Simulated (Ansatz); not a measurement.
# Dielectric response of BaTiO3 (001), TiO2 faces films, part 3 of 4

How well do thin perovskite BaTiO3 (001), TiO2 faces films screen a perpendicular field?

Ansatz 0.2.0; plane-wave DFT, LDA, Ansatz PAW.

So far. Step 7 (Field on, atoms free, 13 atoms, field -0.03 V/Å): The dipole is -0.0264 e·Å, and the gap on the mesh 0.966 eV. Step 8 (Response with the atoms relaxed, 13 atoms, units 2): The induced dipole is that of a conductor 9.94 Å thick.

## (9) Relaxing the slab, 18 atoms, units 3

This step: plane-wave DFT, LDA, Ansatz PAW (Ansatz 0.2.0).

System of this step: BaTiO3 (001), TiO2 faces, 3 units. The cell holds 18 atoms: 4 Ti, 11 O and 3 Ba. Its edges and angles: a = 4.000 Å, b = 4.000 Å, c = 30.000 Å, α = 90.0°, β = 90.0°, γ = 90.0°. It derives from BaTiO3 (perovskite BaTiO3). Vacuum lies along c.

The next thickness, treated alike, so that differences show the interior and the faces cancel.

input.yaml reads:

```yaml
crystal:
  lattice:
    - [4.0, 0.0, 0.0]
    - [0.0, 4.0, 0.0]
    - [0.0, 0.0, 30.0]
  atoms:
    - { symbol: Ti, position: [0.5, 0.5, 0.3] }
    - { symbol: O, position: [0.0, 0.5, 0.3] }
    - { symbol: O, position: [0.5, 0.0, 0.3] }
    - { symbol: Ba, position: [0.0, 0.0, 0.3666666667] }
    - { symbol: O, position: [0.5, 0.5, 0.3666666667] }
    - { symbol: Ti, position: [0.5, 0.5, 0.4333333333] }
    - { symbol: O, position: [0.0, 0.5, 0.4333333333] }
    - { symbol: O, position: [0.5, 0.0, 0.4333333333] }
    - { symbol: Ba, position: [0.0, 0.0, 0.5] }
    - { symbol: O, position: [0.5, 0.5, 0.5] }
    - { symbol: Ti, position: [0.5, 0.5, 0.5666666667] }
    - { symbol: O, position: [0.0, 0.5, 0.5666666667] }
    - { symbol: O, position: [0.5, 0.0, 0.5666666667] }
    - { symbol: Ba, position: [0.0, 0.0, 0.6333333333] }
    - { symbol: O, position: [0.5, 0.5, 0.6333333333] }
    - { symbol: Ti, position: [0.5, 0.5, 0.7] }
    - { symbol: O, position: [0.0, 0.5, 0.7] }
    - { symbol: O, position: [0.5, 0.0, 0.7] }
kpoints:
  mp_grid: { grid: [8, 8, 1] }
hamiltonian:
  xc: lda
scf:
  occupations: { method: fixed }
  convergence: { dr2_threshold: 1.0e-09 }
efield:
  axis: 3
  dipole_correction: true
  ramp_position: 0.97
  ramp_width: 0.06
relax:
  f_tol: 0.003
  max_steps: 100
output:
  eigenvalues: true
  write_potential: true
  write_density: true
  volumetric_format: npy
  elf: true
```

Run with:

```
> ansatz run input.yaml --threads 4 --pin off --max-ram 12288MiB --backend cpu --events-out ev --progress --plain --runs-dir out
```

Numbers of over 12 decimals in the logs are rounded to 6 here.

Output:

```text
[...]
Crystal: 18 atoms, lattice volume = 480.000 Å³
Basis set: ecut = 420 eV, 9405 PW (Γ)
Bands: 90, of which v1, the nominal top of the filled ones, is band 72 counted from 1 (71 counted from 0)
Symmetry: 8 space group operations
k-points: 15 of 64
[...]
- { symbol: O, position: [0.5, 0.5, 0.500000] }
    - { symbol: Ti, position: [0.5, 0.5, 0.564181] }
    - { symbol: O, position: [0, 0.5, 0.564636] }
    - { symbol: O, position: [0.5, 0.0, 0.564636] }
    - { symbol: Ba, position: [0, 0.0, 0.633045] }
    - { symbol: O, position: [0.5, 0.5, 0.629938] }
    - { symbol: Ti, position: [0.5, 0.5, 0.690700] }
    - { symbol: O, position: [0, 0.5, 0.693571] }
    - { symbol: O, position: [0.5, 0.0, 0.693571] }
[key lines of the parts left out:]
SCF converged after 7 iterations
Free energy (F): -33275.627254 eV
Fermi energy:    1.689371 eV
Dipole field:    D = 0.000000 V/Å  (p = 0.000001 e·Å, saw-weighted, corrected)
Work function:   Φ+ = 5.8655 eV   Φ− = 5.8655 eV
```

Wall time 4.1 min (4 threads of Arm Neoverse V1, shared host); peak memory 1.4 GiB; 16 min of CPU time.

The steps of the relaxation:

```
step  energy less that of the first step (eV)  largest force component (eV/Å)
   1                                   0.0000                          2.7443
   2                                  -0.2571                          2.3646
   3                                   0.0336                          5.2695
   4                                  -0.6062                          0.3818
   5                                  -0.6718                          0.1566
   6                                  -0.6727                          0.1677
   7                                  -0.6750                          0.0033
   8                                  -0.6750                          0.0007
```

Relaxation step 3 was tried and not accepted.

The run keeps the 8 symmetry operations that it works with, so distortions that break them were not tested.

The atoms that moved most (Å):

```
atom     dx     dy      dz  length
Ti16  0.000  0.000  -0.279   0.279
 Ti1  0.000  0.000   0.279   0.279
 O17  0.000  0.000  -0.193   0.193
 O18  0.000  0.000  -0.193   0.193
  O3  0.000  0.000   0.193   0.193
  O2  0.000  0.000   0.193   0.193
 O15  0.000  0.000  -0.102   0.102
  O5  0.000  0.000   0.102   0.102
```

The relaxation took 8 steps and lowered the energy by 0.68 eV; the largest force on the free atoms ends at 7.0e-4 eV/Å.

The gap is 0.86 eV, with the valence edge 5.87 eV and the conduction edge 5.00 eV under the upper vacuum level.

## (10) Atoms held, 18 atoms, units 3, field 0.1 V/Å

input.yaml reads:

```yaml
crystal:
  lattice:
    - [4.0, 0.0, 0.0]
    - [0.0, 4.0, 0.0]
    - [0.0, 0.0, 30.0]
  atoms:
    - { symbol: Ti, position: [0.5, 0.5, 0.3093001033] }
    - { symbol: O, position: [0.0, 0.5, 0.3064289881] }
    - { symbol: O, position: [0.5, 0.0, 0.3064289881] }
    - { symbol: Ba, position: [0.0, 0.0, 0.3669550536] }
    - { symbol: O, position: [0.5, 0.5, 0.3700618353] }
    - { symbol: Ti, position: [0.5, 0.5, 0.4358194789] }
    - { symbol: O, position: [0.0, 0.5, 0.4353643645] }
    - { symbol: O, position: [0.5, 0.0, 0.4353643645] }
    - { symbol: Ba, position: [0.0, 0.0, 0.5000000013] }
    - { symbol: O, position: [0.5, 0.5, 0.500000001] }
    - { symbol: Ti, position: [0.5, 0.5, 0.5641805217] }
    - { symbol: O, position: [0.0, 0.5, 0.5646356359] }
    - { symbol: O, position: [0.5, 0.0, 0.5646356359] }
    - { symbol: Ba, position: [0.0, 0.0, 0.6330449454] }
    - { symbol: O, position: [0.5, 0.5, 0.6299381635] }
    - { symbol: Ti, position: [0.5, 0.5, 0.6906998965] }
    - { symbol: O, position: [0.0, 0.5, 0.6935710113] }
    - { symbol: O, position: [0.5, 0.0, 0.6935710113] }
kpoints:
  mp_grid: { grid: [8, 8, 1] }
hamiltonian:
  xc: lda
scf:
  occupations: { method: fixed }
  convergence: { dr2_threshold: 1.0e-10 }
efield:
  axis: 3
  dipole_correction: true
  ramp_position: 0.9674
  ramp_width: 0.0653
  amplitude: 0.1
output:
  write_potential: true
  write_density: true
  volumetric_format: npy
```

Output:

```text
[...]
Crystal: 18 atoms, lattice volume = 480.000 Å³
Basis set: ecut = 420 eV, 9405 PW (Γ)
Bands: 90, of which v1, the nominal top of the filled ones, is band 72 counted from 1 (71 counted from 0)
Symmetry: 8 space group operations
k-points: 15 of 64
[...]
k-point 0: bands = [... 68 lower, 1.0209, 1.0209, 1.1913, 1.1913, 2.5443, 2.6497, 2.6623, 2.6623, ... 14 higher]
  k-point 1: bands = [... 68 lower, 0.7956, 0.7963, 0.9648, 0.9659, 2.6699, 2.8657, 2.9522, 2.9575, ... 14 higher]
  k-point 2: bands = [... 68 lower, 0.4274, 0.5543, 0.6034, 0.7669, 2.7037, 3.3895, 3.5369, 3.5609, ... 14 higher]
  k-point 14: bands = [... 68 lower, 0.7872, 0.8533, 1.6019, 1.7757, 4.3803, 4.3803, 4.7225, 4.7225, ... 14 higher]
[key lines of the parts left out:]
SCF converged after 18 iterations
Free energy (F): -33275.632474 eV
Fermi energy:    1.775726 eV
Dipole field:    D = 0.039359 V/Å  (p = 0.104407 e·Å, saw-weighted, corrected)
```

Elapsed: 45 s, on 4 threads; peak memory 1.5 GiB.

The dipole is 0.104 e·Å, and the gap on the mesh 0.769 eV.

## (11) Single point, 18 atoms, units 3, field -0.1 V/Å

input.yaml, as its differences from that of step 10:

```diff
@@ -36,3 +36,3 @@
   ramp_width: 0.0653
-  amplitude: 0.1
+  amplitude: -0.1
 output:
```

Output:

```text
[...]
Crystal: 18 atoms, lattice volume = 480.000 Å³
Basis set: ecut = 420 eV, 9405 PW (Γ)
Bands: 90, of which v1, the nominal top of the filled ones, is band 72 counted from 1 (71 counted from 0)
Symmetry: 8 space group operations
k-points: 15 of 64
[...]
k-point 0: bands = [... 68 lower, 1.0211, 1.0211, 1.1915, 1.1915, 2.5444, 2.6499, 2.6625, 2.6625, ... 14 higher]
  k-point 1: bands = [... 68 lower, 0.7958, 0.7965, 0.9650, 0.9661, 2.6701, 2.8659, 2.9524, 2.9577, ... 14 higher]
  k-point 2: bands = [... 68 lower, 0.4276, 0.5545, 0.6036, 0.7671, 2.7039, 3.3897, 3.5370, 3.5611, ... 14 higher]
  k-point 14: bands = [... 68 lower, 0.7874, 0.8535, 1.6021, 1.7759, 4.3805, 4.3805, 4.7227, 4.7227, ... 14 higher]
[key lines of the parts left out:]
SCF converged after 18 iterations
Free energy (F): -33275.632474 eV
Fermi energy:    1.775908 eV
Dipole field:    D = -0.039359 V/Å  (p = -0.104407 e·Å, saw-weighted, corrected)
```

Run time: 45 s. Hardware: 4 threads; peak memory 1.5 GiB.

The dipole is -0.104 e·Å, and the gap on the mesh 0.769 eV.

## (12) Response with the atoms held, 18 atoms, units 3

This step: plane-wave DFT, LDA, Ansatz PAW; response to a field along the normal, atoms held (Ansatz 0.2.0).

Local field over the applied field, running mean. From the potentials at -0.1 and 0.1 V/Å; running mean over 4.0 Å, taken twice. Local field over applied field against z:

```
z (Å)  local field over applied field
    6                           0.891
    8                           0.585
   10                           0.268
   12                           0.157
   14                           0.152
   16                           0.152
   18                           0.157
   20                           0.268
   22                           0.585
   24                           0.891
```

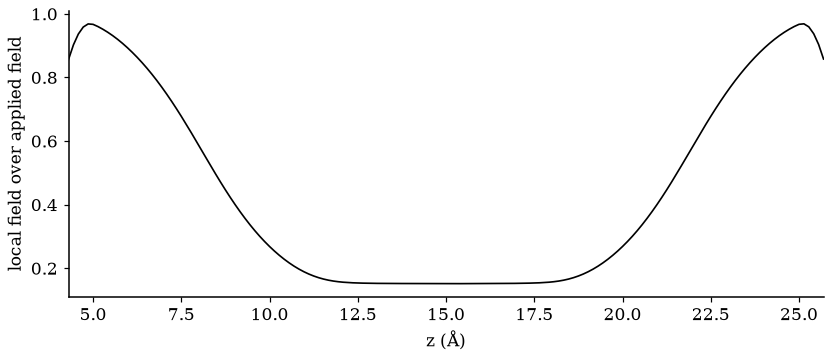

Local field over applied field, plotted against z.

The induced dipole is that of a conductor 11.81 Å thick.

## (13) Relaxation, 28 atoms, units 5

This step: plane-wave DFT, LDA, Ansatz PAW (Ansatz 0.2.0).

System of this step: BaTiO3 (001), TiO2 faces, 5 units. The cell holds 28 atoms: 6 Ti, 17 O and 5 Ba. Cell: a = 4.000 Å, b = 4.000 Å, c = 38.000 Å, α = 90.0°, β = 90.0°, γ = 90.0°. It derives from BaTiO3 (perovskite BaTiO3). Vacuum lies along c.

The next thickness, treated alike, so that differences show the interior and the faces cancel.

input.yaml reads:

```yaml
crystal:
  lattice:
    - [4.0, 0.0, 0.0]
    - [0.0, 4.0, 0.0]
    - [0.0, 0.0, 38.0]
  atoms:
    - { symbol: Ti, position: [0.5, 0.5, 0.2368421053] }
    - { symbol: O, position: [0.0, 0.5, 0.2368421053] }
    - { symbol: O, position: [0.5, 0.0, 0.2368421053] }
    - { symbol: Ba, position: [0.0, 0.0, 0.2894736842] }
    - { symbol: O, position: [0.5, 0.5, 0.2894736842] }
    - { symbol: Ti, position: [0.5, 0.5, 0.3421052632] }
    - { symbol: O, position: [0.0, 0.5, 0.3421052632] }
    - { symbol: O, position: [0.5, 0.0, 0.3421052632] }
    - { symbol: Ba, position: [0.0, 0.0, 0.3947368421] }
    - { symbol: O, position: [0.5, 0.5, 0.3947368421] }
    - { symbol: Ti, position: [0.5, 0.5, 0.4473684211] }
    - { symbol: O, position: [0.0, 0.5, 0.4473684211] }
    - { symbol: O, position: [0.5, 0.0, 0.4473684211] }
    - { symbol: Ba, position: [0.0, 0.0, 0.5] }
    - { symbol: O, position: [0.5, 0.5, 0.5] }
    - { symbol: Ti, position: [0.5, 0.5, 0.5526315789] }
    - { symbol: O, position: [0.0, 0.5, 0.5526315789] }
    - { symbol: O, position: [0.5, 0.0, 0.5526315789] }
    - { symbol: Ba, position: [0.0, 0.0, 0.6052631579] }
    - { symbol: O, position: [0.5, 0.5, 0.6052631579] }
    - { symbol: Ti, position: [0.5, 0.5, 0.6578947368] }
    - { symbol: O, position: [0.0, 0.5, 0.6578947368] }
    - { symbol: O, position: [0.5, 0.0, 0.6578947368] }
    - { symbol: Ba, position: [0.0, 0.0, 0.7105263158] }
    - { symbol: O, position: [0.5, 0.5, 0.7105263158] }
    - { symbol: Ti, position: [0.5, 0.5, 0.7631578947] }
    - { symbol: O, position: [0.0, 0.5, 0.7631578947] }
    - { symbol: O, position: [0.5, 0.0, 0.7631578947] }
kpoints:
  mp_grid: { grid: [8, 8, 1] }
hamiltonian:
  xc: lda
scf:
  occupations: { method: fixed }
  convergence: { dr2_threshold: 1.0e-09 }
efield:
  axis: 3
  dipole_correction: true
  ramp_position: 0.97
  ramp_width: 0.06
relax:
  f_tol: 0.003
  max_steps: 100
output:
  eigenvalues: true
  dos: { projected: true, e_range: [-7, 7] }
  write_potential: true
  write_density: true
  volumetric_format: npy
checkpoint:
  write: rel5.run
  compress: false
  write_wavefunctions: false
```

Output:

```text
[...]
Crystal: 28 atoms, lattice volume = 608.000 Å³
Basis set: ecut = 420 eV, 11895 PW (Γ)
Bands: 140, of which v1, the nominal top of the filled ones, is band 112 counted from 1 (111 counted from 0)
Symmetry: 8 space group operations
k-points: 15 of 64
[...]
- { symbol: Ba, position: [0, 0.0, 0.602902] }
[...]
- { symbol: Ti, position: [0.5, 0.5, 0.652989] }
[...]
- { symbol: O, position: [0.5, 0.0, 0.653441] }
    - { symbol: Ba, position: [0, 0.0, 0.707576] }
    - { symbol: O, position: [0.5, 0.5, 0.705037] }
    - { symbol: Ti, position: [0.5, 0.5, 0.752991] }
    - { symbol: O, position: [0, 0.5, 0.755281] }
    - { symbol: O, position: [0.5, 0.0, 0.755281] }
[key lines of the parts left out:]
SCF converged after 8 iterations
Free energy (F): -53084.549448 eV
Fermi energy:    3.632197 eV
Dipole field:    D = -0.000000 V/Å  (p = -0.000000 e·Å, saw-weighted, corrected)
Work function:   Φ+ = 5.8747 eV   Φ− = 5.8746 eV
```

Elapsed: 11 min, on 4 threads; peak memory 2.3 GiB.

Relaxation path:

```
step  energy less that of the first step (eV)  largest force component (eV/Å)
   1                                   0.0000                          2.7440
   2                                  -0.2380                          2.4776
   3                                  -0.0211                          5.2049
   4                                  -0.6274                          0.4685
   5                                  -0.7267                          0.1846
   6                                  -0.7770                          0.1843
   7                                  -0.7804                          0.0052
   8                                  -0.7804                          0.0003
```

Relaxation step 3 was tried and not accepted.

The run keeps the 8 symmetry operations that it works with, so distortions that break them were not tested.

The atoms that moved most (Å):

```
atom     dx     dy      dz  length
Ti26  0.000  0.000  -0.386   0.386
 Ti1  0.000  0.000   0.386   0.386
 O27  0.000  0.000  -0.299   0.299
 O28  0.000  0.000  -0.299   0.299
  O3  0.000  0.000   0.299   0.299
  O2  0.000  0.000   0.299   0.299
  O5  0.000  0.000   0.209   0.209
 O25  0.000  0.000  -0.209   0.209
```

Running mean over 4.0 Å of the planar mean; the ramp of the sawtooth is left out. Electron's electrostatic potential energy less the highest filled level against z:

```
z (Å)  electron's electrostatic potential energy less the highest filled level (eV)
    4                                                                          5.87
    6                                                                          5.83
    8                                                                          1.37
   10                                                                         -4.37
   12                                                                         -5.41
   14                                                                         -5.38
   16                                                                         -5.54
   18                                                                         -5.55
   20                                                                         -5.55
   22                                                                         -5.54
   24                                                                         -5.38
   26                                                                         -5.41
   28                                                                         -4.37
   30                                                                          1.37
   32                                                                          5.83
   34                                                                          5.87
```

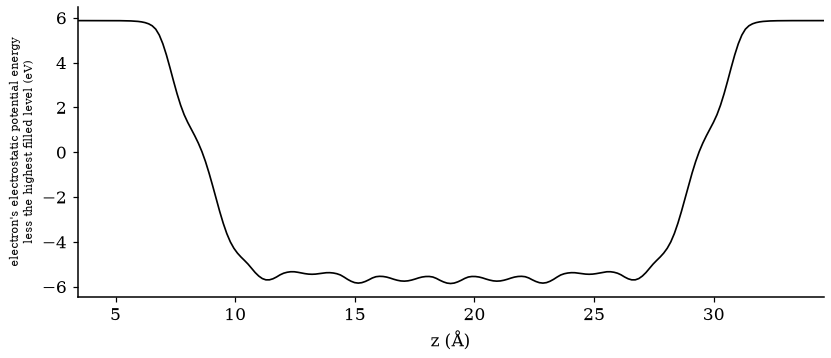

Electron's electrostatic potential energy less the highest filled level, plotted against z.

The relaxation took 8 steps and lowered the energy by 0.78 eV; the largest force on the free atoms ends at 3.3e-4 eV/Å.

The gap is 0.73 eV, with the valence edge 5.87 eV and the conduction edge 5.14 eV under the upper vacuum level.

## (14) Single point, 28 atoms, units 5, field 0.1 V/Å

input.yaml reads:

```yaml
crystal:
  lattice:
    - [4.0, 0.0, 0.0]
    - [0.0, 4.0, 0.0]
    - [0.0, 0.0, 38.0]
  atoms:
    - { symbol: Ti, position: [0.5, 0.5, 0.2470087053] }
    - { symbol: O, position: [0.0, 0.5, 0.2447189584] }
    - { symbol: O, position: [0.5, 0.0, 0.2447189584] }
    - { symbol: Ba, position: [0.0, 0.0, 0.2924237788] }
    - { symbol: O, position: [0.5, 0.5, 0.294963005] }
    - { symbol: Ti, position: [0.5, 0.5, 0.3470111121] }
    - { symbol: O, position: [0.0, 0.5, 0.3465590418] }
    - { symbol: O, position: [0.5, 0.0, 0.3465590418] }
    - { symbol: Ba, position: [0.0, 0.0, 0.3970984987] }
    - { symbol: O, position: [0.5, 0.5, 0.3975454386] }
    - { symbol: Ti, position: [0.5, 0.5, 0.4488878942] }
    - { symbol: O, position: [0.0, 0.5, 0.4488115519] }
    - { symbol: O, position: [0.5, 0.0, 0.4488115519] }
    - { symbol: Ba, position: [0.0, 0.0, 0.5] }
    - { symbol: O, position: [0.5, 0.5, 0.5000000003] }
    - { symbol: Ti, position: [0.5, 0.5, 0.551112106] }
    - { symbol: O, position: [0.0, 0.5, 0.5511884487] }
    - { symbol: O, position: [0.5, 0.0, 0.5511884487] }
    - { symbol: Ba, position: [0.0, 0.0, 0.6029015013] }
    - { symbol: O, position: [0.5, 0.5, 0.6024545616] }
    - { symbol: Ti, position: [0.5, 0.5, 0.6529888878] }
    - { symbol: O, position: [0.0, 0.5, 0.6534409581] }
    - { symbol: O, position: [0.5, 0.0, 0.6534409581] }
    - { symbol: Ba, position: [0.0, 0.0, 0.7075762208] }
    - { symbol: O, position: [0.5, 0.5, 0.7050369951] }
    - { symbol: Ti, position: [0.5, 0.5, 0.7529912945] }
    - { symbol: O, position: [0.0, 0.5, 0.7552810411] }
    - { symbol: O, position: [0.5, 0.0, 0.7552810411] }
kpoints:
  mp_grid: { grid: [8, 8, 1] }
hamiltonian:
  xc: lda
scf:
  occupations: { method: fixed }
  convergence: { dr2_threshold: 1.0e-10 }
efield:
  axis: 3
  dipole_correction: true
  ramp_position: 0.97
  ramp_width: 0.06
  amplitude: 0.1
output:
  write_potential: true
  write_density: true
  volumetric_format: npy
```

Output:

```text
[...]
Crystal: 28 atoms, lattice volume = 608.000 Å³
Basis set: ecut = 420 eV, 11895 PW (Γ)
Bands: 140, of which v1, the nominal top of the filled ones, is band 112 counted from 1 (111 counted from 0)
Symmetry: 8 space group operations
k-points: 15 of 64
[...]
k-point 0: bands = [... 108 lower, 2.9080, 2.9080, 3.1928, 3.1928, 4.3483, 4.4354, 4.4750, 4.4750, ... 24 higher]
  k-point 1: bands = [... 108 lower, 2.6833, 2.6847, 2.9667, 2.9674, 4.4872, 4.6672, 4.7483, 4.7728, ... 24 higher]
  k-point 2: bands = [... 108 lower, 2.4277, 2.4912, 2.5564, 2.7685, 4.5266, 4.9095, 5.3233, 5.3535, ... 24 higher]
  k-point 14: bands = [... 108 lower, 2.6948, 2.8108, 3.4877, 3.7759, 6.2114, 6.2114, 6.4018, 6.4018, ... 24 higher]
[key lines of the parts left out:]
SCF converged after 18 iterations
Free energy (F): -53084.557605 eV
Fermi energy:    3.775937 eV
Dipole field:    D = 0.048554 V/Å  (p = 0.163141 e·Å, saw-weighted, corrected)
```

Run time: 1.9 min. Hardware: 4 threads; peak memory 2.6 GiB; 7.7 min of CPU time.

The dipole is 0.163 e·Å, and the gap on the mesh 0.572 eV.

## (15) Atoms held, 28 atoms, units 5, field -0.1 V/Å

input.yaml, as its differences from that of step 14:

```diff
@@ -46,3 +46,3 @@
   ramp_width: 0.06
-  amplitude: 0.1
+  amplitude: -0.1
 output:
```

Output:

```text
[...]
Crystal: 28 atoms, lattice volume = 608.000 Å³
Basis set: ecut = 420 eV, 11895 PW (Γ)
Bands: 140, of which v1, the nominal top of the filled ones, is band 112 counted from 1 (111 counted from 0)
Symmetry: 8 space group operations
k-points: 15 of 64
[...]
k-point 0: bands = [... 108 lower, 2.9080, 2.9080, 3.1928, 3.1928, 4.3483, 4.4354, 4.4750, 4.4750, ... 24 higher]
  k-point 1: bands = [... 108 lower, 2.6833, 2.6847, 2.9667, 2.9674, 4.4872, 4.6672, 4.7483, 4.7728, ... 24 higher]
  k-point 2: bands = [... 108 lower, 2.4277, 2.4912, 2.5564, 2.7685, 4.5266, 4.9095, 5.3233, 5.3535, ... 24 higher]
  k-point 14: bands = [... 108 lower, 2.6948, 2.8108, 3.4877, 3.7759, 6.2114, 6.2114, 6.4018, 6.4018, ... 24 higher]
[key lines of the parts left out:]
SCF converged after 18 iterations
Free energy (F): -53084.557605 eV
Fermi energy:    3.775936 eV
Dipole field:    D = -0.048554 V/Å  (p = -0.163141 e·Å, saw-weighted, corrected)
```

Run time: 1.9 min. Hardware: 4 threads; peak memory 2.6 GiB.

The dipole is -0.163 e·Å, and the gap on the mesh 0.572 eV.

(Continued in part 4 of 4.)

[Logs are printed without paths, hosts, clocks, repeated set-up lines and the standing remarks that a program may print on its own settings, such as how far it seeks lower states.]

[Hosts, paths, dates, database ids (printed as entryN), source tags and the programs' standing remarks are cut or masked in the printed files.]

[Maps of the electrostatic potential energy from Ansatz leave out the sawtooth potential of an applied field or a dipole correction, so their vacuum need not be flat; planar profiles and work functions include it.]
